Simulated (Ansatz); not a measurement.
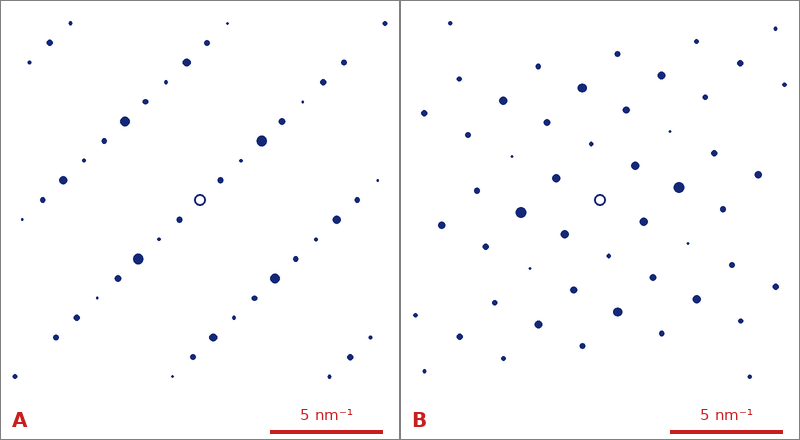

Kinematic electron diffraction patterns (200 kV, B = 0.5 Å², same scale, each along a low-index zone) of two structures of composition Ca2I, each relaxed at zero pressure with DFT PBE, scalar-relativistic, plane waves, PAW (Ansatz 0.2.0).

The structures (standard cells):
1. R3m (No. 160), a = 4.091 Å, c = 23.465 Å (hexagonal axes), 9 atoms; generated start, possibly hypothetical
2. Fm-3m (No. 225), a = 7.852 Å, 12 atoms; generated start, possibly hypothetical

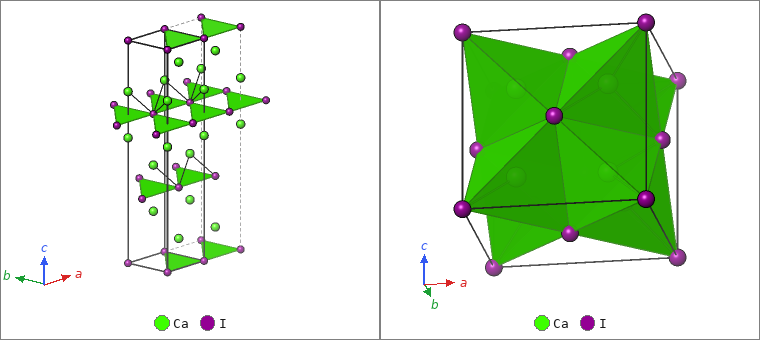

Drawings of the structures 1 to 2, from left to right (each may span several cells).

Which pattern belongs to which structure, and along which zone?

A is structure 1 along [210] or an equivalent direction: rectangular net of 0 0 3 at d = 7.82 Å and 1 -2 0 at d = 2.05 Å, 90.0° apart (some points of this net are extinct or too weak to see). B is structure 2 along [110] or an equivalent direction: centred rectangular net of -1 1 -1 at d = 4.53 Å and -1 1 1 at d = 4.53 Å, 70.5° apart (some points of this net are extinct or too weak to see).

Rank the structures by their computed energy.

Structure 1 (R3m, 37.79 Å³ an atom) is the lowest of these; structure 2 (Fm-3m, 40.33 Å³ an atom) lies about 460 meV an atom higher. These are static energies at 0 K; other structures, not shown, may lie lower still.
